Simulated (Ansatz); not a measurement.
## Electronic structure of H4OSi···HCl in real space

```
atom    x (Å)    y (Å)    z (Å)
  Si  -0.8338  -0.6870  -0.3904
   O   0.1513   0.1078   0.6872
   H  -0.7191  -2.1578  -0.2167
   H  -0.3533  -0.2766  -1.7265
   H  -2.2516  -0.2896  -0.1942
   H   1.5195   1.2582   0.2647
  Cl   2.4835   2.0706  -0.0489
   H   0.0035  -0.0256   1.6249
```

The reactant side of a reaction path; geometry: PBE0-D4/def2-TZVP.

Computed with RKS PBE0-D4/def2-TZVPP (Ansatz).

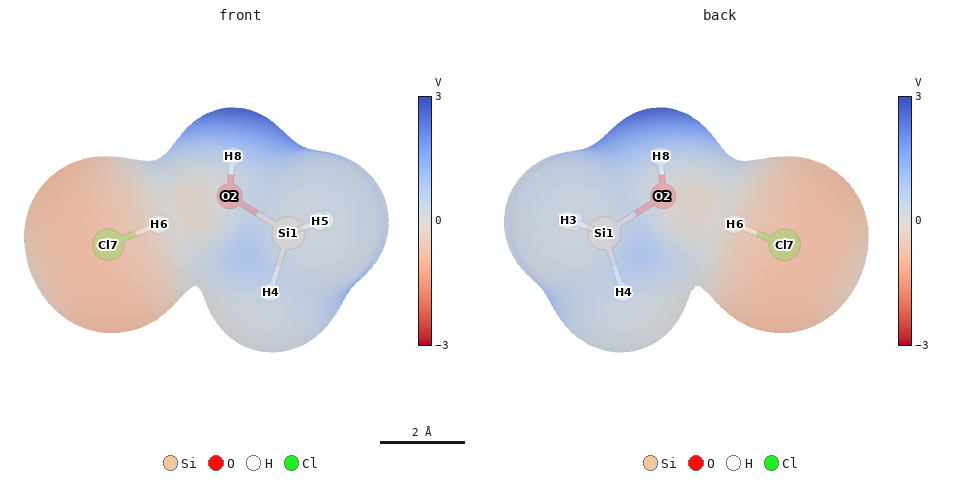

Figure 1. The molecular electrostatic potential painted on the density surface at 0.001 e/bohr³, seen from the front and from behind; the colour scale runs from red (negative) to blue (positive).

Where is the surface potential most negative and most positive?

Answer. The most negative region (about −0.9 V) lies over Cl7, the most positive (about +2.6 V) over H8.

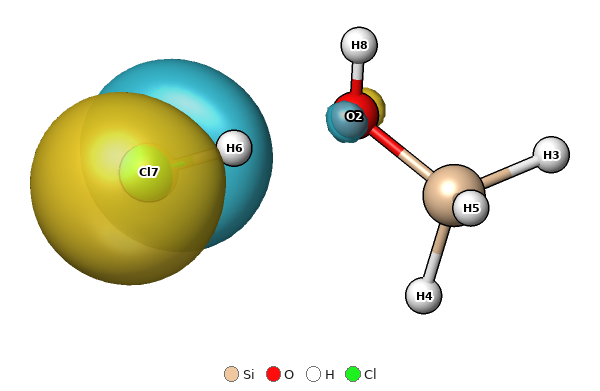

Figure 2. The HOMO at ±0.1 Å⁻³ᐟ² (yellow and cyan are the two phases), seen at an oblique angle.

What is the character of this orbital?

Answer. Its weight (Hirshfeld) is mainly on Cl7 (about 95 %); largely a lone pair of Cl7. Its energy is −8.67 eV.

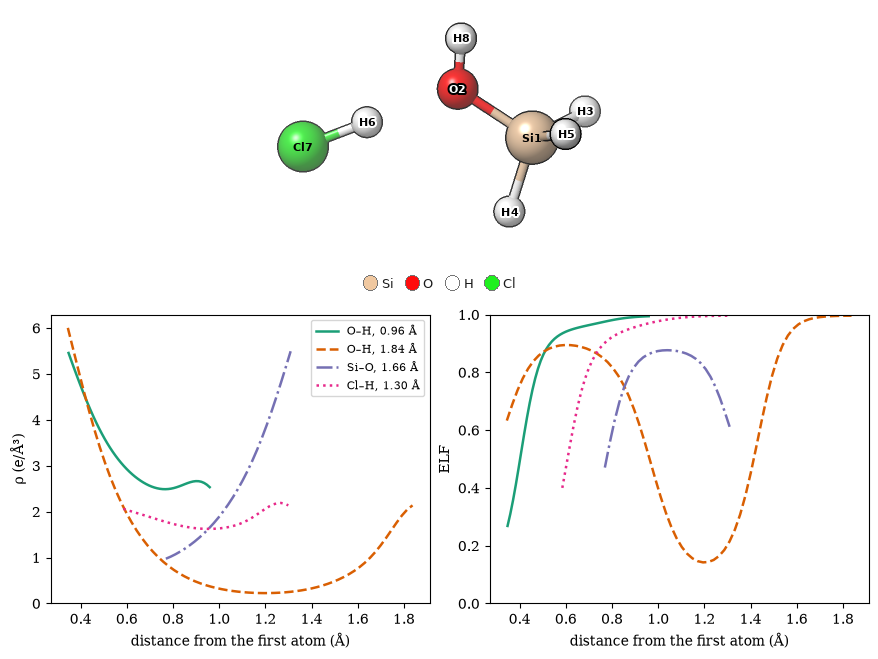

Figure 3. Total electron density and electron localisation function along straight lines between neighbouring atoms. The curves leave out the atomic cores. The structure is drawn too.

What can be read from the curves?

Answer. O–H (0.96 Å): ρ at the midpoint is about 3.8 e/Å³; the ELF climbs to about 1 towards the hydrogen, as it does in any bond to H; a covalent bond by its length.
O2···H6 (1.84 Å): the density falls to about 0.23 e/Å³ on the way; the ELF dips to about 0.15 between them.
Si–O (1.66 Å): ρ at the midpoint is about 1.1 e/Å³; the ELF peaks at about 0.90 between the atoms, as expected for a polar covalent bond.
Cl–H (1.30 Å): ρ at the midpoint is about 2 e/Å³; the ELF climbs to about 1 towards the hydrogen.
